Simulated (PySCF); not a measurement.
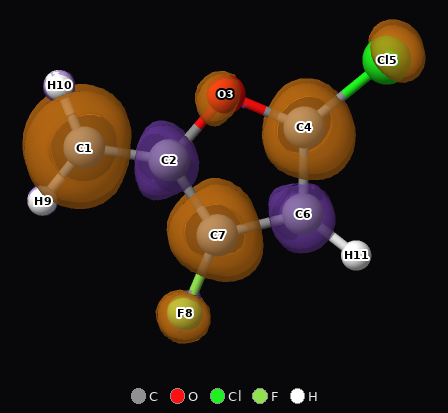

*C5H3ClFO (SMILES C=C1OC(Cl)=C[C]1F) (doublet). Isosurfaces of the spin density at +0.02 (orange) and −0.02 e/Å³ (purple), seen across its widest extent.*

Geometry: GFN2-xTB.

The calculation used UKS B3LYP, pcH-1 on C Cl F H O, non-relativistic, mean-field spin-orbit, GIAO in PySCF 2.14.0, density-fitted response routines.

```json
{"atom": "C", "x (Å)": "-1.9049", "y (Å)": "0.7666", "z (Å)": "-0.1783"}
{"atom": "C", "x (Å)": "-0.6278", "y (Å)": "0.3157", "z (Å)": "-0.0650"}
{"atom": "O", "x (Å)": "0.4529", "y (Å)": "1.1674", "z (Å)": "-0.0656"}
{"atom": "C", "x (Å)": "1.5669", "y (Å)": "0.4164", "z (Å)": "0.0608"}
{"atom": "Cl", "x (Å)": "3.0524", "y (Å)": "1.2162", "z (Å)": "0.0883"}
{"atom": "C", "x (Å)": "1.2799", "y (Å)": "-0.9265", "z (Å)": "0.1481"}
{"atom": "C", "x (Å)": "-0.1096", "y (Å)": "-0.9991", "z (Å)": "0.0690"}
{"atom": "F", "x (Å)": "-0.8521", "y (Å)": "-2.1056", "z (Å)": "0.1095"}
{"atom": "H", "x (Å)": "-2.7184", "y (Å)": "0.0681", "z (Å)": "-0.1731"}
{"atom": "H", "x (Å)": "-2.1106", "y (Å)": "1.8144", "z (Å)": "-0.2730"}
{"atom": "H", "x (Å)": "1.9768", "y (Å)": "-1.7309", "z (Å)": "0.2534"}
```

**Which atoms carry the spin?**

The unpaired spin (1 electron) lies mostly on C1 (about 0.4), C7 (about 0.2) and C4 (about 0.2), in electrons by Hirshfeld's partition.
